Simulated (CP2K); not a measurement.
# CH7NSSn (SMILES C[S][SnH2][NH2]): MNDO

What is the vertical electron affinity of CH7NSSn at MNDO? 

The results are computed with CP2K 2026.2.

2 further runs of the same task are left out: 2 set aside as unsound or not needed.

## 1. The system as given

CH7NSSn has 11 atoms, charge 0, and is taken as a singlet. SMILES: `C[S][SnH2][NH2]`. Geometry: a GFN2-xTB relaxation, a rough one for these elements and not checked as a minimum. This is one conformer, not always the lowest.

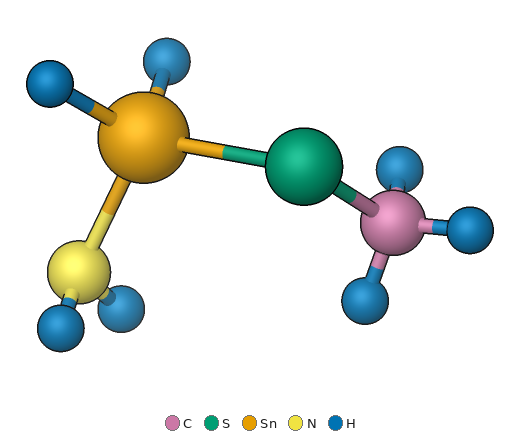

The structure, seen from a chosen angle (carbon pink, sulfur teal, tin amber, nitrogen yellow, hydrogen blue).

## 2. Energy and gradient at MNDO

molecule.xyz reads:

```xyz
11

C     -1.084560     1.570440    -0.719870
S      0.249940     1.711130     0.506110
Sn     0.526800    -0.607840     1.174470
N      1.115910    -1.828270    -0.318950
H     -0.735320     1.034850    -1.597100
H     -1.947920     1.077210    -0.285120
H     -1.343930     2.587410    -0.992820
H     -0.917810    -1.293700     1.720390
H      1.727770    -0.697470     2.336510
H      1.975420    -1.554130    -0.777850
H      0.433700    -1.999640    -1.045770
```

molecule.inp reads:

```
&FORCE_EVAL
  METHOD QUICKSTEP
  &DFT
    &QS
      METHOD MNDO
      EPS_DEFAULT 1.0E-10
      &SE
        &COULOMB
          CUTOFF [angstrom] 50
          RC_RANGE [angstrom] 0
        &END
        &EXCHANGE
          CUTOFF [angstrom] 50
          RC_RANGE [angstrom] 0
        &END
      &END
    &END
    &POISSON
      PERIODIC NONE
      POISSON_SOLVER ANALYTIC
    &END
    &SCF
      SCF_GUESS ATOMIC
      EPS_SCF 1.0E-07
      MAX_SCF 100
      ADDED_MOS 8
      &DIAGONALIZATION
        ALGORITHM STANDARD
      &END
      &MIXING
        METHOD DIRECT_P_MIXING
        ALPHA 0.4
      &END
    &END
    &PRINT
      &MOMENTS
        PERIODIC F
        REFERENCE COM
        MAX_MOMENT 1
      &END
      &MO ON
        ENERGIES T
        OCCUPATION_NUMBERS T
        NDIGITS 6
        &EACH
          QS_SCF 0
        &END
        ADD_LAST NUMERIC
      &END
      &HIRSHFELD OFF
      &END
    &END
  &END
  &SUBSYS
    # box in angstrom
    &CELL
      ABC 11.9 12.6 11.9
      PERIODIC NONE
    &END
    &TOPOLOGY
      COORD_FILE_NAME molecule.xyz
      COORD_FILE_FORMAT XYZ
      &CENTER_COORDINATES
      &END
    &END
  &END
  # extra output
  &PRINT
    &FORCES ON
    &END
  &END
&END

&GLOBAL
  PROJECT molecule
  RUN_TYPE ENERGY_FORCE
  PRINT_LEVEL MEDIUM
&END
```

Command:

```bash
OMP_NUM_THREADS=1 cp2k.psmp -i molecule.inp -o molecule.out
```

The log of the run:

```text
CP2K| version string:                                       CP2K version 2026.2
[...]
 GLOBAL| Method name                                                        CP2K
[...]
 GLOBAL| Run type                                                   ENERGY_FORCE
[...]
                             - Atoms:                                         11
[...]
                             - Spherical basis functions:                     23
[...]
 Number of electrons:                                                         26
[...]
     1 P_Mix/Diag. 0.40E+00    0.0     0.80199399       -21.7160539515 -2.17E+01
[...]
    29 DIIS/Diag.  0.81E-07    0.0     0.00000010       -27.8389534384 -7.11E-14
  *** SCF run converged in    29 steps ***
  Core-core repulsion energy [eV]:                           1459.92057466159940
  Core Hamiltonian energy [eV]:                             -1185.95863204143370
  Two-electron integral energy [eV]:                        -2062.99678159522136
  Electronic energy [eV]:                                   -2217.45702283904438
  Total energy [eV]:                                         -757.53644817744498
  Atomic reference energy [eV]:                               758.88362460904762
  Heat of formation [kcal/mol]:                                31.06662900038221
[...]
 SE_DIPOLE| Moment [Debye]          1.07698863       0.17108486       1.10863480
 SE_DIPOLE| Derivative [a.u.]       0.00000000       0.00000000       0.00000000
 ENERGY| Total FORCE_EVAL ( QS ) energy [hartree]            -27.838953438412652
 FORCES| Atomic forces [hartree/bohr]
 FORCES|   Atom     x               y               z               |f|
 FORCES|      1  4.57135704E-02  8.90723526E-03  4.18039014E-02   6.25830291E-02
 FORCES|      2 -3.44344494E-02 -4.21833403E-02 -2.61214958E-02   6.03945200E-02
 FORCES|      3 -7.06171168E-03  1.63284812E-02  1.72888622E-02   2.48070923E-02
 FORCES|      4  6.46215644E-03 -5.63374109E-03 -1.48249043E-02   1.71253115E-02
 FORCES|      5  4.08505465E-03 -7.18091254E-03 -1.07726197E-02   1.35758061E-02
 FORCES|      6 -1.09689147E-02 -6.62865718E-03  4.96481504E-03   1.37442924E-02
 FORCES|      7 -4.00357093E-03  1.46256261E-02 -4.27455572E-03   1.57546611E-02
 FORCES|      8  2.31153754E-02  1.29755804E-02 -8.51604974E-03   2.78425819E-02
 FORCES|      9 -1.74583364E-02  1.91960552E-03 -1.70357178E-02   2.44682258E-02
 FORCES|     10 -1.24171306E-02  6.13625505E-07  6.86037984E-03   1.41862590E-02
 FORCES|     11  6.96795683E-03  6.86950915E-03  1.06273845E-02   1.44458949E-02
 FORCES| Sum    -4.16333634E-16 -5.34294831E-16 -8.70831185E-16
 FORCES| Total atomic force                                       1.10324594E-15
[...]
```

Wall time 1.6 s (1 thread of Intel Xeon Platinum 8259CL at 2.50GHz (Skylake/Cascade Lake), shared host); peak memory 0.19 GiB.

## 3. The doublet anion at the same level

molecule.xyz is that of step 2.

molecule.inp reads:

```
&FORCE_EVAL
   METHOD QS
   &DFT
      CHARGE -1
      MULTIPLICITY 2
      SPIN_POLARIZED T
      &QS
         METHOD MNDO
         EPS_DEFAULT 1.0E-10
         &SE
            &COULOMB
               CUTOFF [angstrom] 50
               RC_RANGE [angstrom] 0
            &END
            &EXCHANGE
               CUTOFF [angstrom] 50
               RC_RANGE [angstrom] 0
            &END
         &END
      &END
      &POISSON
         PERIODIC NONE
         POISSON_SOLVER ANALYTIC
      &END
      &SCF
         SCF_GUESS ATOMIC
         EPS_SCF 1.0E-07
         MAX_SCF 150
         ADDED_MOS 8
         &DIAGONALIZATION
            ALGORITHM STANDARD
         &END
         &MIXING
            METHOD DIRECT_P_MIXING
            ALPHA 0.4
         &END
      &END
      &PRINT
         &MOMENTS
            PERIODIC F
            REFERENCE COM
            MAX_MOMENT 1
         &END
         &MO ON
            ENERGIES T
            OCCUPATION_NUMBERS T
            NDIGITS 6
            &EACH
               QS_SCF 0
            &END
            ADD_LAST NUMERIC
         &END
         &HIRSHFELD OFF
         &END
      &END
   &END
   &SUBSYS
      &CELL
         ABC 11.9 12.6 11.9
         PERIODIC NONE
      &END
      &TOPOLOGY
         COORD_FILE_NAME molecule.xyz
         COORD_FILE_FORMAT XYZ
         &CENTER_COORDINATES
         &END
      &END
   &END
   &PRINT
      &FORCES ON
      &END
   &END
&END
&GLOBAL
   PROJECT molecule
   RUN_TYPE ENERGY_FORCE
   PRINT_LEVEL MEDIUM
&END
```

Command:

```bash
OMP_NUM_THREADS=1 cp2k.psmp molecule.inp > molecule.out
```

The log of the run:

```text
CP2K| version string:                                       CP2K version 2026.2
[...]
 GLOBAL| Method name                                                        CP2K
[...]
 GLOBAL| Run type                                                   ENERGY_FORCE
[...]
                             - Atoms:                                         11
[...]
                             - Spherical basis functions:                     23
[...]
 Number of electrons:                                                         14
[...]
     1 P_Mix/Diag. 0.40E+00    0.0     0.46829177       -21.9234121526 -2.19E+01
[...]
    28 DIIS/Diag.  0.40E-07    0.0     0.00000010       -27.9167023051  3.55E-14
  *** SCF run converged in    28 steps ***
  Core-core repulsion energy [eV]:                           1459.92057466159940
  Core Hamiltonian energy [eV]:                             -1213.22552180798402
  Two-electron integral energy [eV]:                        -2012.69431057514316
  Electronic energy [eV]:                                   -2219.57267709555572
  Total energy [eV]:                                         -759.65210243395609
  Atomic reference energy [eV]:                               758.88362460904762
  Heat of formation [kcal/mol]:                               -17.72152104312879
[...]
 SE_DIPOLE| Moment [Debye]          0.75446878       0.79079147       1.32969517
 SE_DIPOLE| Derivative [a.u.]       0.00000000       0.00000000       0.00000000
 ENERGY| Total FORCE_EVAL ( QS ) energy [hartree]            -27.916702305124666
 FORCES| Atomic forces [hartree/bohr]
 FORCES|   Atom     x               y               z               |f|
 FORCES|      1  5.47228120E-02  1.03388497E-02  5.05257860E-02   7.51952991E-02
 FORCES|      2 -4.11483293E-02 -2.12971491E-02 -3.68913941E-02   5.92260798E-02
 FORCES|      3 -8.39142829E-03  2.04339195E-02  2.05621712E-02   3.01788671E-02
 FORCES|      4  9.26012454E-03 -1.55525456E-02 -1.65039038E-02   2.44951102E-02
 FORCES|      5  2.90034848E-03 -7.28164528E-03 -1.20473060E-02   1.43726115E-02
 FORCES|      6 -1.19499339E-02 -6.73138621E-03  3.80818524E-03   1.42342810E-02
 FORCES|      7 -6.56946798E-03  1.50768328E-02 -6.76813309E-03   1.77841621E-02
 FORCES|      8  1.73451930E-02  3.57721039E-03 -4.10392971E-03   1.81795048E-02
 FORCES|      9 -1.18008807E-02 -4.58758359E-03 -1.07457354E-02   1.66065510E-02
 FORCES|     10 -1.36479404E-02 -7.80852024E-04  3.91762750E-03   1.42205419E-02
 FORCES|     11  9.27950251E-03  6.80434954E-03  8.24663224E-03   1.41568105E-02
 FORCES| Sum     1.80411242E-16 -3.19189120E-16 -7.91033905E-16
 FORCES| Total atomic force                                       8.71874159E-16
[...]
```

Wall time 1.7 s (1 thread of Intel Xeon Platinum 8259CL at 2.50GHz (Skylake/Cascade Lake), shared host); peak memory 0.19 GiB.

## 4. Results

At MNDO:

```
                                                  quantity           value
                             singlet CH7NSSn: total energy    -27.83895 Eh
                            singlet CH7NSSn: dipole moment          1.56 D
                              singlet CH7NSSn: HOMO energy        -9.70 eV
                              singlet CH7NSSn: LUMO energy        -1.69 eV
                            singlet CH7NSSn: HOMO–LUMO gap         8.01 eV
singlet CH7NSSn: heat of formation at this unrelaxed shape   31.1 kcal/mol
                 singlet CH7NSSn: largest force on an atom      3.218 eV/Å
                               doublet anion: total energy    -27.91670 Eh
         doublet anion: HOMO energy (highest over α and β)        -2.54 eV
          doublet anion: LUMO energy (lowest over α and β)         4.68 eV
  doublet anion: heat of formation at this unrelaxed shape  -17.7 kcal/mol
                   doublet anion: largest force on an atom      3.867 eV/Å
         vertical electron affinity (to the doublet anion)        2.116 eV
```

In words: At fixed nuclei the extra electron is bound by 2.12 eV (204 kJ/mol). The largest force (singlet CH7NSSn) is 3.22 eV/Å: the shape isn't a stationary point for this species at this level. A minimal valence basis can't be trusted even for the sign of an electron affinity.
